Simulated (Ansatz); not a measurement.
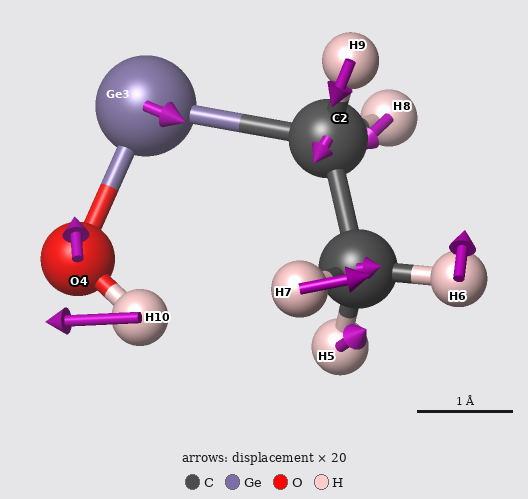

A relaxation of C2H6GeO. The starting structure is drawn; purple arrows show the displacements, magnified 20 times. The two geometries are superimposed by the best rigid fit.

A ball-and-stick model, seen at a tilt.

The start comes from PBE-D4/def2-SVP.

Level of theory: RKS PBE0-D4/def2-TZVP (Ansatz).

Input file:
```yaml
crystal:
  periodic: [false, false, false]
  atoms:
    - {symbol: C, position_ang: [-0.815025, 0.527411, 0.010292]}
    - {symbol: C, position_ang: [-0.030703, -0.503127, 0.819676]}
    - {symbol: Ge, position_ang: [1.738119, -1.162420, 0.039559]}
    - {symbol: O, position_ang: [1.744498, -0.188463, -1.490669]}
    - {symbol: H, position_ang: [-1.105696, 0.134889, -0.988857]}
    - {symbol: H, position_ang: [-1.757510, 0.841357, 0.507656]}
    - {symbol: H, position_ang: [-0.227424, 1.457005, -0.157158]}
    - {symbol: H, position_ang: [-0.634989, -1.421600, 1.006540]}
    - {symbol: H, position_ang: [0.217627, -0.120218, 1.837225]}
    - {symbol: H, position_ang: [0.954202, 0.383965, -1.581263]}
basis:
  gaussian: {orbitals: def2-TZVP}
hamiltonian: {xc: pbe0, dispersion: d4}
relax: {f_tol: 0.005, max_steps: 150}
```

Run as
```bash
ansatz run in.yaml --threads 4 --pin off --events-out ev --progress --plain --max-ram 10444MiB
```

Question: Atoms of which element are displaced furthest, and by how much?

Answer: Hydrogen: up to 0.054 Å, against 0.028 Å for oxygen.

Question: What happened in the run?

Answer: Over 6 geometry steps the energy falls by 0.046 eV. Largest force component: 0.67 eV/Å at the start, 0.0033 eV/Å at the end. The largest move after the best rigid fit is that of H10, 0.054 Å. Largest moves by element: H 0.054 Å, O 0.028 Å, Ge 0.025 Å, C 0.016 Å. Some distances before and after: C2–Ge3 2.043 → 2.014 Å, Ge3–O4 1.814 → 1.789 Å, C1–H5 1.112 → 1.095 Å, O4–H10 0.980 → 0.963 Å.
